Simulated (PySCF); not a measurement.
```xyz
8

Si    1.0921   -1.1333    0.1450
O     2.4857   -0.2478    0.3327
O     0.0119    0.1431   -0.0087
C    -1.3721    0.0270   -0.2001
H     2.3746    0.7128    0.3141
H    -1.6656    0.5178   -1.1423
H    -1.7084   -1.0258   -0.2428
H    -1.9100    0.5243    0.6234
```

Geometry: PBE0-D3(BJ)/def2-SVP.

Theory: PySCF 2.14.0, PBE0/pcSseg-2, SCF density, gas phase, non-relativistic.

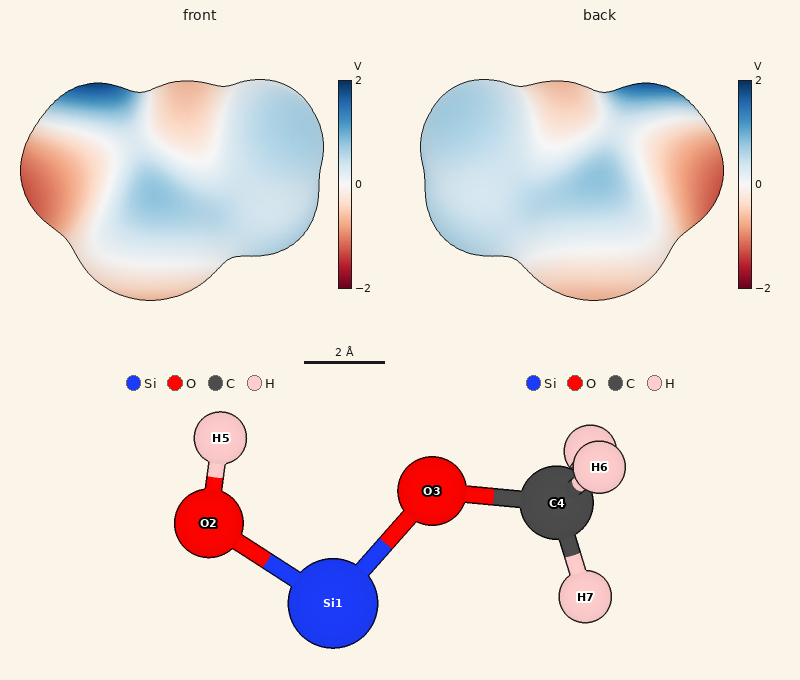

CH₄O₂Si. The electrostatic potential painted on the density surface at 0.001 e/bohr³, seen from the front and from behind; the colour scale runs from red (negative) to blue (positive). The bare structure is drawn below in the same view.

**Where is the surface potential most negative and most positive?**

The most negative region (about −1.2 V, or −28 kcal/mol for a unit charge) lies over O2, the most positive (about +1.8 V, or +42 kcal/mol for a unit charge) over H5. O2 is the likeliest acceptor of a hydrogen bond.

**What dipole moment does the calculation give?**

Its dipole moment is 2.08 D.
